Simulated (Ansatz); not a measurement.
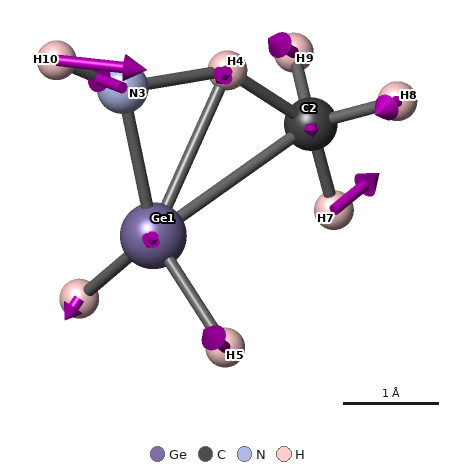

This is a constrained relaxation of CH₇GeN. The starting structure is drawn; purple arrows show the displacements, 2 times their true length. The two geometries are superimposed by the best rigid fit.

The picture is a ball-and-stick view, seen from a free direction.

The reaction that was planned forms C2–H4 and breaks Ge1–C2, N3–H4 (atoms numbered from 1 in input order).

Theory: Ansatz 0.2.0, RKS PBE0-D4/def2-SVP. (held fixed: the distance between atoms 2 (C) and 4 (H), the distance between atoms 1 (Ge) and 2 (C), the distance between atoms 3 (N) and 4 (H), counting from 1; force threshold 0.04 eV/Å; at most 150 steps)

Q: What happened in the run?

A: After 11 accepted moves (13 points after the start) the energy has fallen by 0.206 eV. Largest force component: 0.83 eV/Å at the start, 0.02 eV/Å at the end. The line search rejected the trial steps at points 4, 9 of the run. The atom that moves furthest after the best rigid fit is an H atom (0.48 Å). By element the largest moves are H 0.48 Å, N 0.34 Å, Ge 0.10 Å, C 0.07 Å. Among the contacts that change: Ge–N 1.737 → 1.826 Å, Ge–H 1.911 → 1.895 Å, C–H 1.091 → 1.106 Å, H–N 1.010 → 1.023 Å. Bond angles that change, for instance: Ge–C–H 87.8° → 108.3°, H–C–H 94.0° → 75.9°, H–C–H 144.8° → 161.4°.
